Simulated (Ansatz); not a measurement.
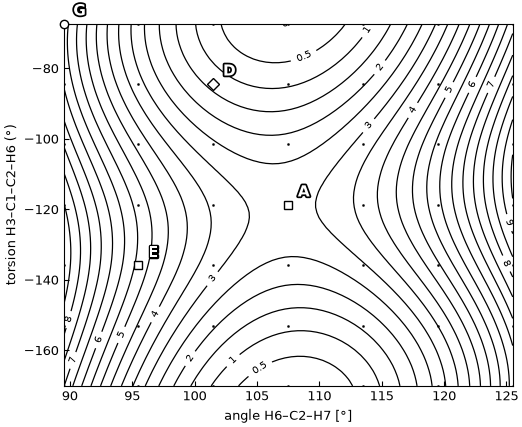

C₂H₆, SMILES CC. Two internal coordinates are moved rigidly from the geometry relaxed at PBE0-D4/def2-TZVP, all others fixed. Coordinates scanned: (1) angle H6–C2–H7; (2) torsion H3–C1–C2–H6. Grid: 7 × 7 points. Energies: kcal/mol, counted from the lowest grid point. Method: Ansatz 0.2.0, RHF-CCSD(T), frozen core/def2-TZVPP.

The picture shows contour lines labelled in kcal/mol, dots at the grid points, lettered points. Between grid points the surface is interpolated.

**Is E the lowest point of the computed grid?**

No. E lies 5.4 kcal/mol above the lowest grid point, which is at angle H6–C2–H7 = 107.5°, torsion H3–C1–C2–H6 = −67.3°.

**What kind of point is each of A, D, E: minimum, saddle, maximum or slope?**

A: saddle point; D: on a slope; E: on a slope. (In these two coordinates alone; a stationary point may lie a little off the grid point.)

**Rank the lettered points by energy, lowest first.**

D (1.3 kcal/mol), A (2.9 kcal/mol), E (5.4 kcal/mol), G (6.3 kcal/mol).
